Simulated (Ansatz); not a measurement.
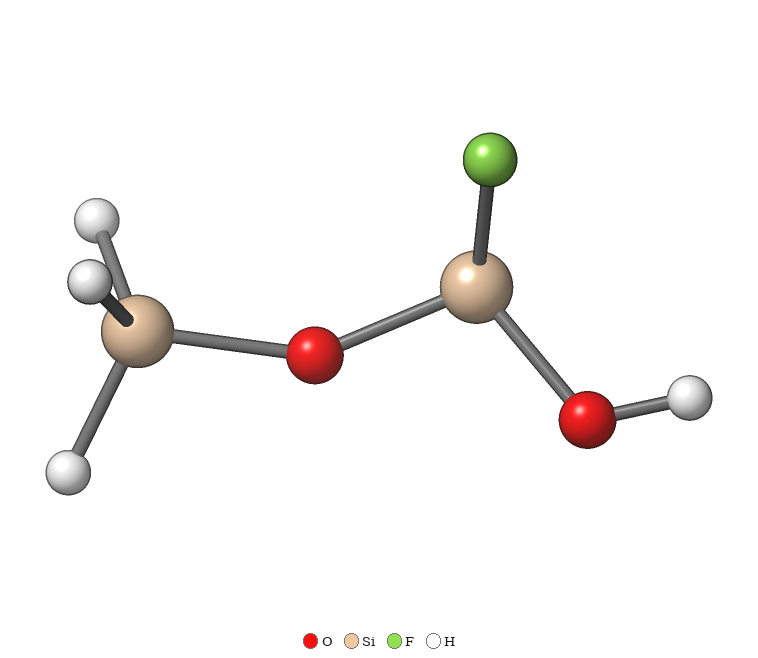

State: neutral, doublet. The geometry was computed by an optimisation with PBE0-D4/def2-TZVP. No frequency run is at hand to confirm it as a minimum.

Draw it as a skeletal formula.

SMILES: O[Si](F)O[SiH3]

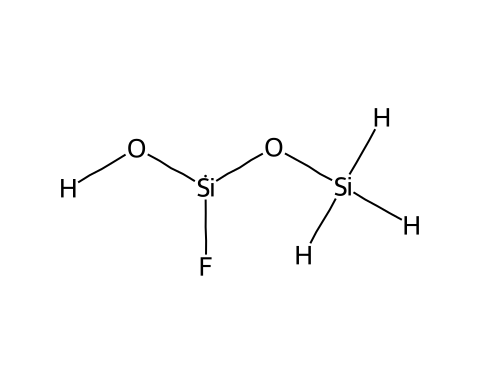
